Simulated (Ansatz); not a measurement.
## Electronic structure of Cl2H3NSi···H···H3O in real space

The calculation's input:

```
crystal:
  periodic: [false, false, false]
  atoms:
    - {symbol: Si, position_ang: [-1.068190, -0.330796, -0.306612]}
    - {symbol: H, position_ang: [-0.216074, -0.980273, 1.052768]}
    - {symbol: Cl, position_ang: [-0.139414, -1.813291, -1.427658]}
    - {symbol: Cl, position_ang: [-2.164422, 0.550370, -1.931130]}
    - {symbol: H, position_ang: [-2.260673, -0.608631, 0.516716]}
    - {symbol: H, position_ang: [1.218222, 0.521338, 0.264658]}
    - {symbol: N, position_ang: [-0.003984, 1.114976, -0.058709]}
    - {symbol: H, position_ang: [0.815540, -0.786376, 1.004883]}
    - {symbol: O, position_ang: [1.853267, -0.253672, 0.789402]}
    - {symbol: H, position_ang: [-0.088819, 1.766833, -0.831095]}
    - {symbol: H, position_ang: [-0.259894, 1.611179, 0.791227]}
    - {symbol: H, position_ang: [2.314342, -0.791759, 0.135550]}
basis:
  gaussian: {orbitals: def2-TZVPP}
hamiltonian: {xc: pbe0, dispersion: d4}
output: {orbitals: {seedname: orbitals}}
```

Launched as:

```sh
ansatz run in.yaml --threads 8 --pin off --events-out ev --progress --plain --max-ram 19148MiB
```

A transition-state structure; geometry: PBE0-D4/def2-TZVP.

Computed with RKS PBE0-D4/def2-TZVPP (Ansatz 0.2.0).

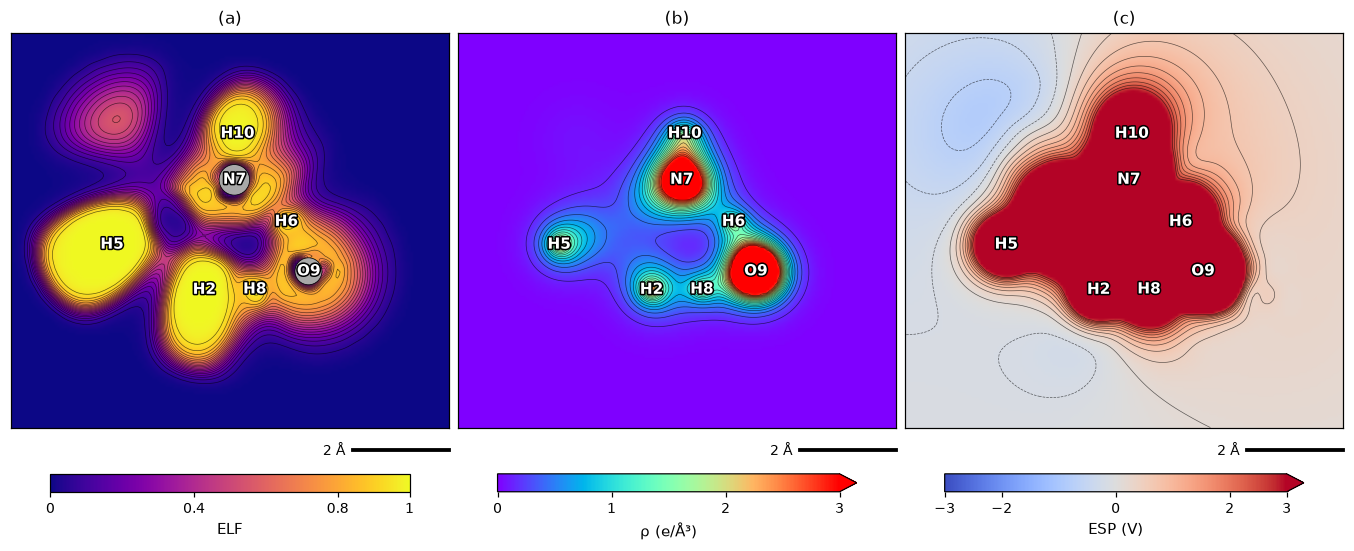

Figure 1. (a) ELF; (b) electron density; (c) electrostatic potential on the plane of atoms H6, O9 and H8. Grey discs cover the atomic cores in the ELF map.

Interpret the plot.

Atoms in the plane: H, N and O.
H2···H8 (1.05 Å): the density falls to about 0.79 e/Å³ on the way; the ELF is about 0.95 at the midpoint.
N–H (1.01 Å): ρ is about 2.9 e/Å³ halfway; the ELF climbs to about 1 towards the hydrogen, as it does in any bond to H (an ordinary covalent bond to hydrogen).
Outside the dense part of the complex the potential is most negative (−0.8 V) near Cl4, which lies off the plane.

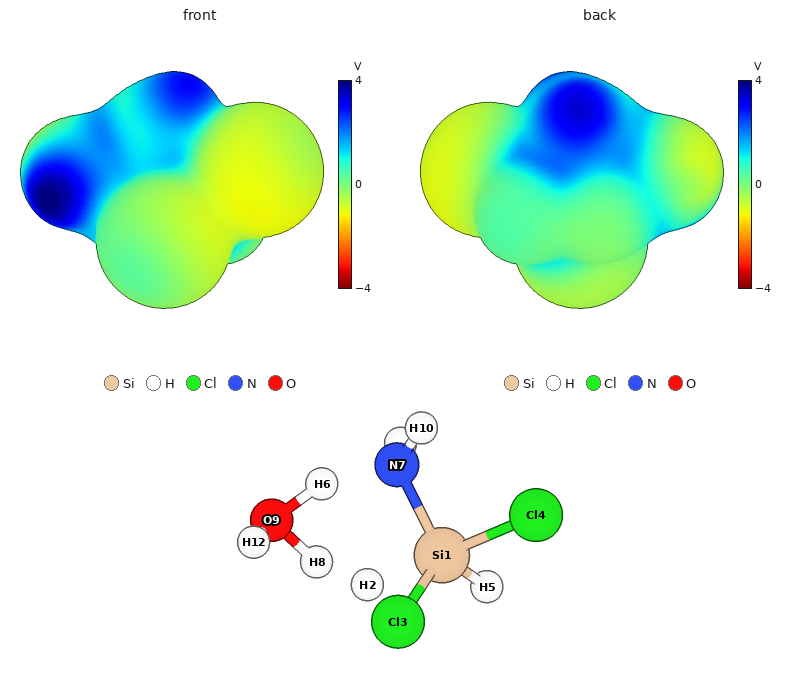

Figure 2. The electrostatic potential painted on the density surface at 0.004 e/bohr³, seen from the front and from behind; red is negative and blue positive. The bare structure is drawn below in the same view.

Where is the surface potential most negative and most positive?

The most negative region (about −1.1 V) lies over Cl4, the most positive (about +3.9 V) over H12.

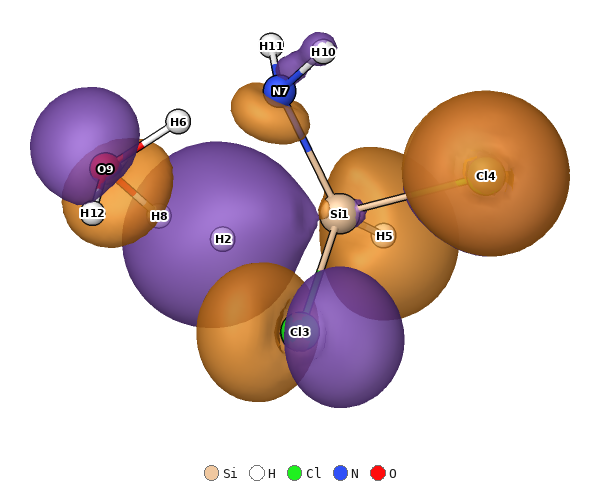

Figure 3. The HOMO at ±0.08 Å⁻³ᐟ² (orange and purple are the two phases), seen across its widest extent.

Describe this orbital and give its energy.

By Hirshfeld shares it lies mainly on Cl4 (about 25 %), H2 (about 20 %), Cl3 (about 15 %), Si1 (about 15 %), O9 (about 10 %) and H5 (about 10 %). Its energy is −7.64 eV.

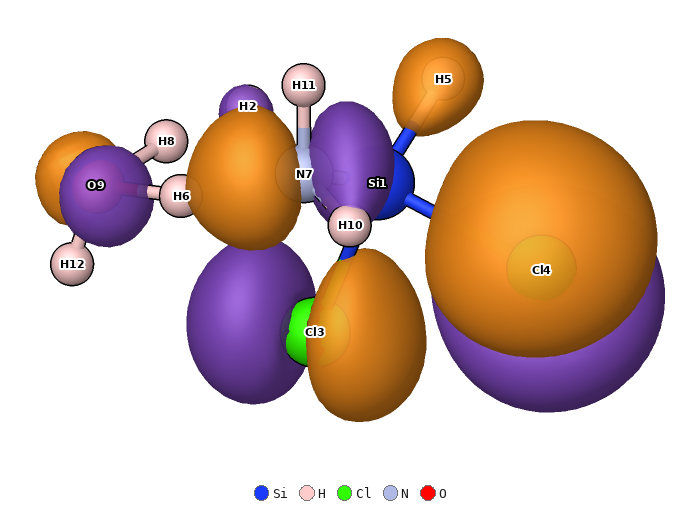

Figure 4. The HOMO−1 at ±0.08 Å⁻³ᐟ² (orange and purple are the two phases), seen from one side.

What is the character of this orbital?

Its weight (Hirshfeld) is mainly on Cl4 (about 70 %), Cl3 (about 10 %) and N7 (about 5 %); largely a lone pair of Cl4. Its energy is −8.21 eV.
